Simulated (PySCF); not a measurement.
C₄H₂F₄ (SMILES FC1=C[C@H]1C(F)(F)F)

Input file:

```
{"job": {"kind": "nmr", "xc": "PBE0", "basis": "pcSseg-1"}, "charge": 0, "multiplicity": 1}
F     -1.230374     0.473892     2.202188
C     -0.971348    -0.073693     1.048877
C     -1.343643    -0.606559    -0.069739
C      0.156960    -0.518998     0.185572
C      0.973346     0.506675    -0.567699
F      1.423501     0.029566    -1.740397
F      0.273297     1.614578    -0.846186
F      2.059401     0.894149     0.119846
H     -2.075351    -0.911733    -0.773631
H      0.743094    -1.403222     0.418639
```

Command:

```sh
OMP_NUM_THREADS=1 python probes_run.py task.json out
```

Geometry: GFN2-xTB.

Level of theory: PBE0/pcSseg-1, SCF density, gas phase, non-relativistic in PySCF 2.14.0.

Q: What will maps of the electron density and electron localisation function show?

A: C–C (1.29 Å): ρ is about 2.3 e/Å³ halfway; the ELF peaks at about 0.80 between the atoms (a multiple bond).
C–F (1.30 Å): the density is about 2.5 e/Å³ at the midpoint; the ELF peaks at about 0.85 between the atoms (a polar covalent bond).
C–H (1.06 Å): the density is about 2.1 e/Å³ at the midpoint; the ELF climbs to about 1 towards the hydrogen, as it does in any bond to H: a covalent bond by its length.
C–C (1.49 Å): ρ is about 1.6 e/Å³ halfway; the ELF peaks at about 0.80 between the atoms (a covalent bond).

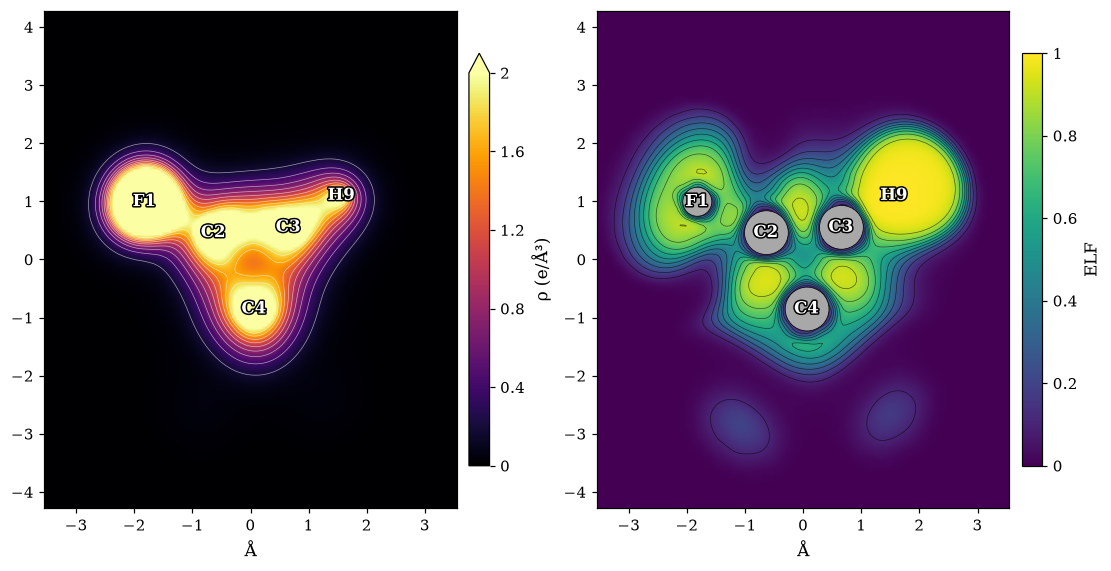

Computed electron density and electron localisation function on the plane of atoms C2, C3 and C4, in this order. Grey discs cover the atomic cores in the ELF map. 
